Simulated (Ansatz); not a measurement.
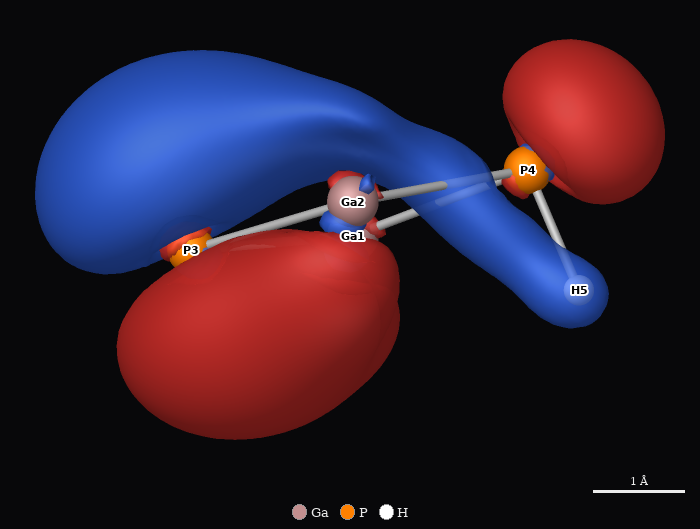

The picture shows: Ga$_{2}$HP$_{2}$ (charge −1). The HOMO−1 at ±0.08 Å⁻³ᐟ² (blue and red are the two phases), seen from one side.

Geometry: BLYP-D3(BJ)/def2-SVPD.

All numbers below come from isolated molecule in a Gaussian basis; Kohn-Sham density functional theory, functional PBE0 in Ansatz.

The calculation's input:

```
crystal:
  periodic: [false, false, false]
  atoms:
    - symbol: Ga
      position_ang: [-1.058527, -0.005961, 0.182090]
    - symbol: Ga
      position_ang: [0.941641, 2.113457, -0.029385]
    - symbol: P
      position_ang: [-0.992233, 2.053656, 1.266393]
    - symbol: P
      position_ang: [0.883021, 0.022435, -1.353682]
    - symbol: H
      position_ang: [1.768119, -0.725993, -0.482686]
basis:
  gaussian:
    orbitals: def2-TZVPD
total_charge: -1
hamiltonian:
  xc: {name: PBE0}
output:
  forces: true
  orbitals: {seedname: orbitals}
```

Run with:

```sh
ansatz run input.yaml --threads 2 --pin off --max-ram 4350MiB --events-out events.jsonl --progress --plain --runs-dir runs
```

### Describe this orbital and give its energy.

By Hirshfeld shares it lies mainly on P3 (about 60 %), Ga1 (about 15 %), Ga2 (about 15 %) and P4 (about 10 %). Its energy is −1.64 eV.
